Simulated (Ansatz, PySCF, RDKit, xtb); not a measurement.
# Si2NF+: from the formula to a structure, part 2 of 2

Given the formula Si2NF+ (charge +1, odd number of electrons) and nothing else, which arrangement of the atoms is the most stable in the gas at 298.15 K, and what are its properties?

xtb, Ansatz and PySCF; isolated molecules.

## Step 13: Frequencies after a tight-binding relaxation (GFN2-xTB)

Input file start.xyz:

```xyz
4
c885b
F     -3.565775    -0.487553     1.522423
N     -0.747677    -0.430476     1.534553
Si    -2.165936    -1.242411     1.598587
Si     0.714753     0.275111     1.480223
```

On the command line:

```sh
xtb start.xyz --gfn 2 --ohess tight --chrg 1 --uhf 1
```

The log of the run, cut to the lines that bear on the results:

```text
* xtb version 6.7.1
[...]
          :  # basis functions                  28          :
[...]
          :  # electrons                        19          :
[...]
          :  Hamiltonian                  GFN2-xTB          :
[...]
          :  net charge                          1          :
          :  unpaired electrons                  1          :
[...]
   *** convergence criteria satisfied after 15 iterations ***
[...]
   *** GEOMETRY OPTIMIZATION CONVERGED AFTER 9 ITERATIONS ***
[...]
   *** convergence criteria satisfied after 3 iterations ***
[...]
         ::                     SUMMARY                     ::
         :::::::::::::::::::::::::::::::::::::::::::::::::::::
         :: total energy             -10.685029730354 Eh    ::
         :: gradient norm              0.000063655816 Eh/a0 ::
         :: HOMO-LUMO gap              1.943511744168 eV    ::
         ::.................................................::
         :: SCC energy               -10.756437854478 Eh    ::
         :: -> isotropic ES            0.117559237828 Eh    ::
         :: -> anisotropic ES         -0.003741125892 Eh    ::
         :: -> anisotropic XC         -0.016514487317 Eh    ::
         :: -> dispersion             -0.002564248268 Eh    ::
         :: repulsion energy           0.071408124124 Eh    ::
         :: add. restraining           0.000000000000 Eh    ::
         :: total charge               1.000000000000 e     ::
         :::::::::::::::::::::::::::::::::::::::::::::::::::::
[...]
        10        1.0000           -0.5626379             -15.3102 (HOMO)
        11                         -0.4912159             -13.3667 (LUMO)
[...]
     #   Z          covCN         q      C6AA      α(0)
Molecule has the following symmetry elements: (sigma)
It seems to be the Cs point group
     1   9 F        0.705    -0.096    10.225     3.776
     2   7 N        1.643    -0.195    25.785     7.488
     3  14 Si       1.549     0.644   176.729    28.319
     4  14 Si       0.844     0.646   210.091    31.499
[...]
          | TOTAL ENERGY              -10.685029730340 Eh   |
          | TOTAL ENTHALPY            -10.671390671000 Eh   |
          | TOTAL FREE ENERGY         -10.706219064117 Eh   |
          | GRADIENT NORM               0.000063380358 Eh/α |
[...]
```

Wall time 0.43 s (1 thread of AMD EPYC (Zen 3), shared host); peak memory 0.38 GiB.

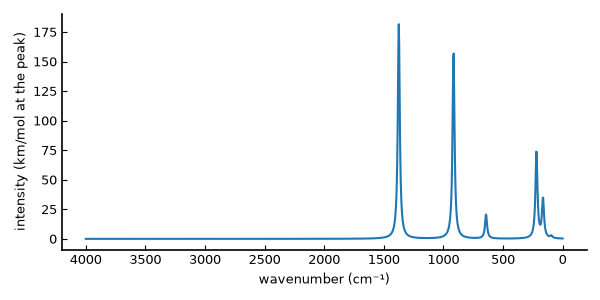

Harmonic infrared spectrum, unscaled, lines broadened by 10 cm⁻¹.

## Step 14: Electronic excitations (TD-CAM-B3LYP/def2-SVPD)

Input file input.py:

```python
# F[Si]=[N+]=[Si]
from pyscf import gto, dft, tdscf

mol = gto.M(
    atom=[
    ('F', (-3.565775, -0.487553, 1.522423)),
    ('N', (-0.747677, -0.430476, 1.534553)),
    ('Si', (-2.165936, -1.242411, 1.598587)),
    ('Si', (0.714753, 0.275111, 1.480223)),
],
    basis='def2-svpd',
    spin=1,
    max_memory=1860,
    charge=1,
    verbose=3,
)

myscf = dft.UKS(mol, xc='cam-b3lyp')
myscf = myscf.density_fit(auxbasis='def2-universal-jkfit')
myscf.grids.level = 2
myscf.max_cycle = 100
myscf.kernel()
if not myscf.converged:
    myscf = myscf.newton().run(myscf.mo_coeff, myscf.mo_occ)

energy = myscf.e_tot
print('Final energy', energy)

td = tdscf.TDA(myscf)
td.nstates = 5
td.kernel()
td.analyze()
roots = td.e * 27.211386
osc = td.oscillator_strength()
print('state   eV      nm      f')
for i, (w, f) in enumerate(zip(roots, osc), 1):
    print('%3d %9.4f %8.1f %9.5f' % (i, w, 1239.842 / w, f))
```

On the command line:

```sh
OMP_NUM_THREADS=1 python input.py
```

The log of the run:

```text
WARN: HOMO -0.231114950043471 >= LUMO -0.231114950043471

converged SCF energy = -732.978687779495  <S^2> = 0.75404693  2S+1 = 2.0040428
Final energy -732.9786877794947
Excitation energies (eV)
[3.15950544 3.20177461 3.75404839 3.90838165 4.16487545]

** Excitation energies and oscillator strengths **
state   eV      nm      f
  1    3.1595    392.4   0.01087
  2    3.2018    387.2   0.00000
  3    3.7540    330.3   0.02026
  4    3.9084    317.2   0.01879
  5    4.1649    297.7   0.01970
```

Run time: 3.2 min. Hardware: 1 thread of AMD EPYC (Zen 3), shared host; peak memory 0.42 GiB.

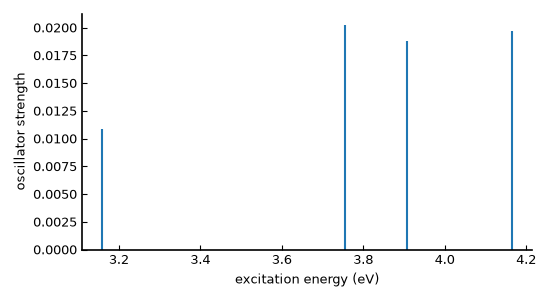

Vertical excitations as sticks.

The roots found:

```csv
excited state,energy (eV),strength
1,3.160,0.0109
2,3.202,0.0000
3,3.754,0.0203
4,3.908,0.0188
5,4.165,0.0197
```

## Step 15: One electron fewer at the same geometry (PBE0/def2-TZVPD)

Input file input.yaml:

```yaml
crystal:
  periodic: [false, false, false]
  atoms:
    - {symbol: F, position_ang: [-3.565775, -0.487553, 1.522423]}
    - {symbol: "N", position_ang: [-0.747677, -0.430476, 1.534553]}
    - {symbol: Si, position_ang: [-2.165936, -1.242411, 1.598587]}
    - {symbol: Si, position_ang: [0.714753, 0.275111, 1.480223]}
basis:
  gaussian: {orbitals: def2-TZVPD}
total_charge: 2
hamiltonian: {xc: {name: PBE0}}
```

On the command line:

```sh
ansatz run input.yaml --threads 1 --pin off --max-ram 2610MiB --events-out events.jsonl --progress --plain --runs-dir runs
```

The log of the run:

```text
Warning: RAYON_NUM_THREADS=1 ignored (pool sized by the plan → 1); use --threads N
[... 2 set-up lines as earlier in the session ...]
  parameter a = 0.25
  parameter kappa = 0.804
  parameter beta = 0.06672455060314922
  exchange = (1 - a)*pbe_x(kappa = kappa, mu = beta*pi^2/3) + a*exact_x
  correlation = pbe_c(beta = beta)
968 factors; their error is unknown
mean field evaluation 1: about -19875.9623 eV, gradient 1.6e2 eV
mean field evaluation 2: about -19252.6717 eV, gradient 3.8e2 eV
mean field evaluation 4: about -19917.1239 eV, gradient 6.8e1 eV
mean field evaluation 8: about -19929.9417 eV, gradient 7.9e-1 eV
mean field evaluation 16: about -19929.9712 eV, gradient 7.1e-4 eV
mean field -19929.97116408 eV, -732.4129312604 hartree, gradient 2.1e-5 eV, S^2 0.000000; 0 other end points of the search recorded, 0 dependent functions left out
reference -19929.97119464 eV, -732.4129323835 hartree; 21, 21 occupied and 142, 142 virtual orbitals, 968 factors
Total energy: -19929.97119464 eV, -732.4129323835 hartree
```

Run time: 11 s. Hardware: 1 thread of AMD EPYC (Zen 3), shared host; peak memory 0.38 GiB.

Difference from the parent: 15.90 eV. Only this spin of the product was run; a higher spin can lie lower.

## Step 16: One electron more at the same geometry (PBE0/def2-TZVPD)

Input file input.yaml:

```yaml
basis:
  gaussian:
    orbitals: def2-TZVPD
crystal:
  periodic: [false, false, false]
  atoms:
    - {symbol: F, position_ang: [-3.565775, -0.487553, 1.522423]}
    - {symbol: N, position_ang: [-0.747677, -0.430476, 1.534553]}
    - {symbol: Si, position_ang: [-2.165936, -1.242411, 1.598587]}
    - {symbol: Si, position_ang: [0.714753, 0.275111, 1.480223]}
hamiltonian:
  xc: {name: PBE0}
scf:
  lower_state_search: off
```

On the command line:

```sh
ansatz run input.yaml --threads 1 --pin off --max-ram 2610MiB --events-out events.jsonl --progress --plain --runs-dir runs
```

The log of the run, cut to the lines that bear on the results:

```text
Warning: RAYON_NUM_THREADS=1 ignored (pool sized by the plan → 1); use --threads N
[... 2 set-up lines as earlier in the session ...]
[...]
968 factors; their error is unknown
[...]
mean field -19953.84616309 eV, -733.2903212909 hartree, gradient 5.1e-6 eV, S^2 0.000000; 0 other end points of the search recorded, 0 dependent functions left out
reference -19953.84619572 eV, -733.2903224901 hartree; 22, 22 occupied and 141, 141 virtual orbitals, 968 factors
Total energy: -19953.84619572 eV, -733.2903224901 hartree
Checks for a lower state left out: stability, starts, cluster_reference, orbital_swaps, neighbouring_geometries, increment
```

It took 7.8 s on 1 thread of AMD EPYC (Zen 3), shared host; peak memory 0.38 GiB.

Parent less the species with the added electron: 7.98 eV.

## Step 17: The quartet at the same geometry (PBE0/def2-TZVPD)

Input file input.yaml:

```yaml
crystal:
  periodic: [false, false, false]
  atoms:
    - {symbol: F, position_ang: [-3.565775, -0.487553, 1.522423]}
    - {symbol: "N", position_ang: [-0.747677, -0.430476, 1.534553]}
    - {symbol: Si, position_ang: [-2.165936, -1.242411, 1.598587]}
    - {symbol: Si, position_ang: [0.714753, 0.275111, 1.480223]}
basis:
  gaussian:
    orbitals: def2-TZVPD
total_charge: 1
magnetization:
  spin_polarized: true
  initial_magnetization: 3
hamiltonian:
  xc: {name: PBE0}
```

On the command line:

```sh
ansatz run input.yaml --threads 1 --pin off --max-ram 2610MiB --events-out events.jsonl --progress --plain --runs-dir runs
```

The log of the run, cut to the lines that bear on the results:

```text
Warning: RAYON_NUM_THREADS=1 ignored (pool sized by the plan → 1); use --threads N
[... 7 set-up lines as earlier in the session ...]
968 factors; their error is unknown
mean field evaluation 1: about -19912.9978 eV, gradient 8.4e1 eV
mean field evaluation 2: about -19656.7729 eV, gradient 2.0e2 eV
mean field evaluation 4: about -19913.7148 eV, gradient 6.5e1 eV
mean field evaluation 8: about -19942.0296 eV, gradient 5.2e-1 eV
mean field evaluation 16: about -19942.0637 eV, gradient 1.0e-2 eV
mean field evaluation 32: about -19941.8382 eV, gradient 2.2e0 eV
mean field -19942.06374912 eV, -732.8573255639 hartree, gradient 1.1e-5 eV, S^2 3.771849; 6 other end points of the search recorded, 0 dependent functions left out
reference -19942.06378388 eV, -732.8573268413 hartree; 23, 20 occupied and 140, 143 virtual orbitals, 968 factors
Total energy: -19942.06378388 eV, -732.8573268413 hartree
```

It took 45 s on 1 thread of AMD EPYC (Zen 3), shared host; peak memory 0.41 GiB.

It lies 3.80 eV above the doublet.

## Step 18: Stability of the SCF solution (PBE0/def2-SVP)

Input file input.xyz:

```xyz
4

F     -3.565775    -0.487553     1.522423
N     -0.747677    -0.430476     1.534553
Si    -2.165936    -1.242411     1.598587
Si     0.714753     0.275111     1.480223
```

Input file job.py:

```python
# F[Si]=[N+]=[Si]
from pyscf import gto, dft

molecule = gto.Mole()
molecule.atom = 'input.xyz'
molecule.charge = 1
molecule.verbose = 3
molecule.spin = 1
molecule.max_memory = 1860
molecule.basis = 'def2-svp'
molecule.build()

mf = dft.UKS(molecule, xc='pbe0')
mf = mf.density_fit(auxbasis='def2-universal-jkfit')
mf.grids.level = 3
mf.max_cycle = 100
mf.kernel()
if not mf.converged:
    mf = mf.newton().run(mf.mo_coeff, mf.mo_occ)

e_final = mf.e_tot
print('E(%s) = %.9f' % ('PBE0', e_final))
mo_i, mo_e, stable_i, stable_e = mf.stability(internal=True, external=True, return_status=True)
print('stable: internal', stable_i, 'external', stable_e)
```

On the command line:

```sh
OMP_NUM_THREADS=1 python job.py
```

The log of the run:

```text
WARN: HOMO -0.230396946699542 >= LUMO -0.230396946699542

converged SCF energy = -732.595589566066  <S^2> = 0.75452446  2S+1 = 2.0045194
E(PBE0) = -732.595589566
<class 'pyscf.df.df_jk.DFUKS'> wavefunction is stable in the internal stability analysis
<class 'pyscf.df.df_jk.DFUKS'> wavefunction is stable in the real -> complex stability analysis
<class 'pyscf.df.df_jk.DFUKS'> wavefunction has an UHF/UKS -> GHF/GKS instability
stable: internal True external False
```

Run time: 94 s. Hardware: 1 thread of AMD EPYC (Zen 3), shared host; peak memory 0.41 GiB.

The stability test raises a flag; for an open shell a flag towards a general spinor solution can be the free rotation of the spin.

## Step 19: What came out

What follows sums up all 2 parts.

| quantity | value |
| --- | --- |
| lowest structure found | F[Si]=[N+]=[Si], doublet, Cs |
| funnel | 14 starts, 2 minima at GFN2-xTB, 2 screening runs, 2 relaxed, 1 ranked |
| CPU time of all runs | 26 min |
| harmonic wavenumbers, lowest and highest (B3LYP-D3(BJ)/def2-SVP) | 114 and 1346 cm⁻¹ |
| rotational constants, same geometry | 1.112, 0.06632, 0.06259 cm⁻¹ |
| HOMO energy (highest over α and β) (PBE0/def2-TZVPD) | -13.68 eV |
| LUMO energy (lowest over α and β) (PBE0/def2-TZVPD) | -9.89 eV |
| lowest excitation (TD-CAM-B3LYP/def2-SVPD) | 3.16 eV (f = 0.011) |
| strongest of the states computed, same level | 3.75 eV (f = 0.020) |
| vertical ionisation energy (to the singlet ion of charge +2) | 15.90 eV |
| vertical recombination energy (electron added) | 7.98 eV |
| vertical quartet less doublet | +3.80 eV |

**Reading.** `F[Si]=[N+]=[Si]` comes out lowest. Only this structure reached the final ranking, so no rival was compared at the last level. The largest share of the time went into recheck (31 %). The stability test raises a flag; for an open shell a flag towards a general spinor solution can be the free rotation of the spin. The search is not exhaustive (a finite list of starts, one conformer a finalist), so a lower isomer can't be ruled out.
